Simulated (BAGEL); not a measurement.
**C2H4FN (SMILES C/N=C\F) at HF/6-31G(d) (density fitting with qzvpp-jkfit, spherical functions)**

Aim: the vertical electron affinity of C2H4FN at HF/6-31G* (density fitting with qzvpp-jkfit, spherical functions), from 2 runs. 

Program for the calculation: BAGEL 1.2.2.

1 further run of the same task is left out (set aside as unsound or not needed). Runs told in other sessions of the task aren't counted.

## 1. The structure to begin with

The species is C2H4FN (8 atoms), meant as a singlet with charge 0. As SMILES, `C/N=C\F`. Geometry: relaxed at PBE0-D4/def2-TZVP.

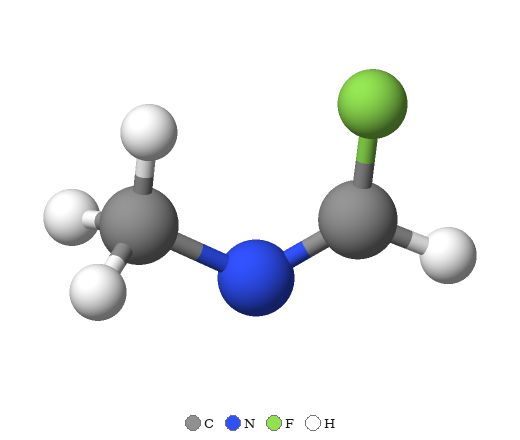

Viewed from a chosen angle; carbon grey, nitrogen blue, fluorine green, hydrogen white.

## 2. The energy at HF/6-31G(d) (density fitting with qzvpp-jkfit, spherical functions)

File input.json:

```json
{ "bagel" : [

{
  "title" : "molecule",
  "basis" : "6-31gs.json",
  "df_basis" : "qzvpp-jkfit",
  "angstrom" : "true",
  "geometry" : [
    { "atom" : "C", "xyz" : [   -0.060700,    0.998200,   -0.273600 ] },
    { "atom" : "N", "xyz" : [    0.554000,   -0.017000,    0.546600 ] },
    { "atom" : "C", "xyz" : [    0.233500,   -1.209300,    0.448500 ] },
    { "atom" : "F", "xyz" : [   -0.692200,   -1.700100,   -0.401300 ] },
    { "atom" : "H", "xyz" : [   -0.798500,    0.620900,   -0.985900 ] },
    { "atom" : "H", "xyz" : [   -0.538000,    1.730000,    0.382300 ] },
    { "atom" : "H", "xyz" : [    0.725800,    1.526500,   -0.816900 ] },
    { "atom" : "H", "xyz" : [    0.668300,   -2.006400,    1.044300 ] }
  ]
},
{
  "title" : "hf"
},
{
  "title" : "print",
  "file" : "orbitals.molden",
  "orbitals" : "true"
}

]}
```

The basis set 6-31G* is read from a file made from the Basis Set Exchange's data (not shown).

The run is started by

```
$ BAGEL_NUM_THREADS=1 BAGEL input.json > input.out
```

The program printed:

```text
* using 1 threads per process

  ===============================================================
  ===============================================================

  *** Geometry ***

  { "atom" : "C", "xyz" : [     -0.114706,      1.886325,     -0.517029 ] },
  { "atom" : "N", "xyz" : [      1.046908,     -0.032125,      1.032924 ] },
  { "atom" : "C", "xyz" : [      0.441251,     -2.285246,      0.847542 ] },
  { "atom" : "F", "xyz" : [     -1.308068,     -3.212723,     -0.758347 ] },
  { "atom" : "H", "xyz" : [     -1.508946,      1.173331,     -1.863081 ] },
  { "atom" : "H", "xyz" : [     -1.016673,      3.269226,      0.722442 ] },
  { "atom" : "H", "xyz" : [      1.371563,      2.884667,     -1.543717 ] },
  { "atom" : "H", "xyz" : [      1.262904,     -3.791546,      1.973441 ] },

  Number of auxiliary basis functions:      376

  Since a DF basis is specified, we compute 2- and 3-index integrals:
    o Being stored without compression. Storage requirement is 0.012 GB

  Number of basis functions:       64
  Number of electrons      :       32

    * METHOD: MOLECULE                             0.12

  *** RHF ***

  === Nuclear Repulsion ===
   118.8715891652

      * DIIS with orbital gradients will be used.

  === RHF iteration (6-31gs.json) ===
      0       -231.74433977          0.02414727           0.02
      1       -231.86401784          0.01538337           0.02
      2       -231.92094147          0.00218258           0.02
      3       -231.92306964          0.00078079           0.02
      4       -231.92332430          0.00027406           0.02
      5       -231.92338752          0.00013369           0.02
      6       -231.92339913          0.00004922           0.02
      7       -231.92340116          0.00001232           0.02
      8       -231.92340124          0.00000477           0.02
      9       -231.92340124          0.00000200           0.02
     10       -231.92340125          0.00000052           0.02
     11       -231.92340125          0.00000021           0.02
     12       -231.92340125          0.00000008           0.02
     13       -231.92340125          0.00000003           0.02
     14       -231.92340125          0.00000001           0.02
    * SCF iteration converged.

    * Permanent dipole moment:
           (    0.065948,     0.022840,     0.061132) a.u.

    * METHOD: HF                                   0.43

    * METHOD: PRINT                                0.01

  ===============================================================
```

Wall time 0.7 s (1 thread of Arm Neoverse V1, shared host).

## 3. The doublet anion at the same level

File input.json:

```json
{ "bagel" : [

{
  "title" : "molecule",
  "basis" : "6-31gs.json",
  "df_basis" : "qzvpp-jkfit",
  "angstrom" : true,
  "geometry" : [
    { "atom" : "C", "xyz" : [      -0.060700,       0.998200,      -0.273600 ] },
    { "atom" : "N", "xyz" : [       0.554000,      -0.017000,       0.546600 ] },
    { "atom" : "C", "xyz" : [       0.233500,      -1.209300,       0.448500 ] },
    { "atom" : "F", "xyz" : [      -0.692200,      -1.700100,      -0.401300 ] },
    { "atom" : "H", "xyz" : [      -0.798500,       0.620900,      -0.985900 ] },
    { "atom" : "H", "xyz" : [      -0.538000,       1.730000,       0.382300 ] },
    { "atom" : "H", "xyz" : [       0.725800,       1.526500,      -0.816900 ] },
    { "atom" : "H", "xyz" : [       0.668300,      -2.006400,       1.044300 ] }
  ]
},

{ "title" : "uhf", "charge" : -1, "nopen" : 1 },

{ "title" : "print", "file" : "orbitals.molden", "orbitals" : true }

]}
```

The basis set 6-31G* is read from a file made from the Basis Set Exchange's data (not shown).

The run is started by

```
$ BAGEL_NUM_THREADS=1 BAGEL input.json > input.out
```

The program printed:

```text
* using 1 threads per process

  ===============================================================
  ===============================================================

  *** Geometry ***

  { "atom" : "C", "xyz" : [     -0.114706,      1.886325,     -0.517029 ] },
  { "atom" : "N", "xyz" : [      1.046908,     -0.032125,      1.032924 ] },
  { "atom" : "C", "xyz" : [      0.441251,     -2.285246,      0.847542 ] },
  { "atom" : "F", "xyz" : [     -1.308068,     -3.212723,     -0.758347 ] },
  { "atom" : "H", "xyz" : [     -1.508946,      1.173331,     -1.863081 ] },
  { "atom" : "H", "xyz" : [     -1.016673,      3.269226,      0.722442 ] },
  { "atom" : "H", "xyz" : [      1.371563,      2.884667,     -1.543717 ] },
  { "atom" : "H", "xyz" : [      1.262904,     -3.791546,      1.973441 ] },

  Number of auxiliary basis functions:      376

  Since a DF basis is specified, we compute 2- and 3-index integrals:
    o Being stored without compression. Storage requirement is 0.012 GB

  Number of basis functions:       64
  Number of electrons      :       32

    * METHOD: MOLECULE                             0.12

  *** Open-shell HF ***

  === Nuclear Repulsion ===
   118.8715891652

      * DIIS with orbital gradients will be used.

  === UHF iteration (6-31gs.json) ===
      0       -231.54751149          0.05065912           0.04
      1       -231.72954699          0.02711932           0.04
      2       -231.77112779          0.01461998           0.05
      3       -231.78780510          0.00138165           0.04
      4       -231.78819751          0.00049428           0.05
      5       -231.78828376          0.00018049           0.04
      6       -231.78831388          0.00010127           0.05
      7       -231.78832278          0.00006200           0.04
      8       -231.78832782          0.00002195           0.04
      9       -231.78832840          0.00001078           0.04
     10       -231.78832847          0.00000333           0.04
     11       -231.78832850          0.00000164           0.04
     12       -231.78832851          0.00000077           0.04
     13       -231.78832852          0.00000025           0.04
     14       -231.78832852          0.00000009           0.04
     15       -231.78832852          0.00000006           0.04
     16       -231.78832852          0.00000002           0.04
     17       -231.78832852          0.00000001           0.05
    * SCF iteration converged.

    * S^2 (UHF) is 0.7646

    * Permanent dipole moment:
           (    0.554807,    -0.067550,     0.582035) a.u.

    * METHOD: UHF                                  0.89

    * METHOD: PRINT                                0.01

  ===============================================================
```

Wall time 1.1 s (1 thread of Arm Neoverse V1, shared host).

## 4. Results

Level: HF/6-31G* (density fitting with qzvpp-jkfit, spherical functions).

| quantity | value |
| --- | --- |
| singlet C2H4FN: total energy | -231.92340 Eh |
| singlet C2H4FN: dipole moment | 0.24 D |
| singlet C2H4FN: HOMO energy | -11.59 eV |
| singlet C2H4FN: LUMO energy | 4.97 eV |
| singlet C2H4FN: HOMO–LUMO gap | 16.56 eV |
| doublet anion: total energy | -231.78833 Eh |
| doublet anion: ⟨S²⟩ | 0.765 |
| vertical electron affinity (to the doublet anion) | -3.676 eV |

What this shows: The anion lies 3.68 eV (85 kcal/mol) above the neutral: the electron isn't bound at this level, and such a value depends on the basis. Without diffuse functions anions come out too high. Hartree–Fock misses the correlation that binds many anions.
